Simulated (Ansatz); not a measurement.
The starting structures come from a database of crystals and need not be the phases stable at ambient conditions.

 Where the default PAW files enter, the runs use the earlier of Ansatz's two default sets.

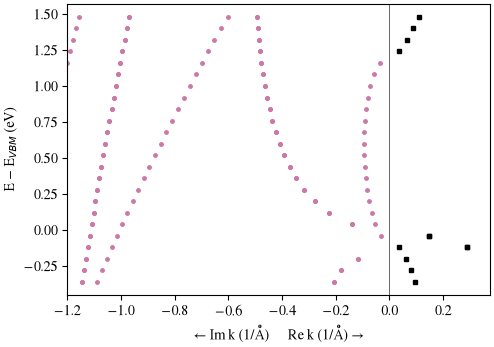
Complex bands at the centre of the two-dimensional zone; Ansatz (a first-principles code) with PBEsol

The gap is the functional's own, uncorrected, and κ follows it; spin-orbit coupling is left out. Mid-gap values are interpolated between the computed energies.

Task: This is MgCdTe2 (R3m, not sure to be the ambient phase, 4 atoms a cell, 34.6 Å³ an atom) along the normal of (001). Read off the slowest decay at the centre of the two-dimensional zone at 0.60 eV, the computed energy nearest the middle of the gap.

Result: κ ≈ 0.09 1/Å, a decay length 1/(2κ) of the density of 5.3 Å.
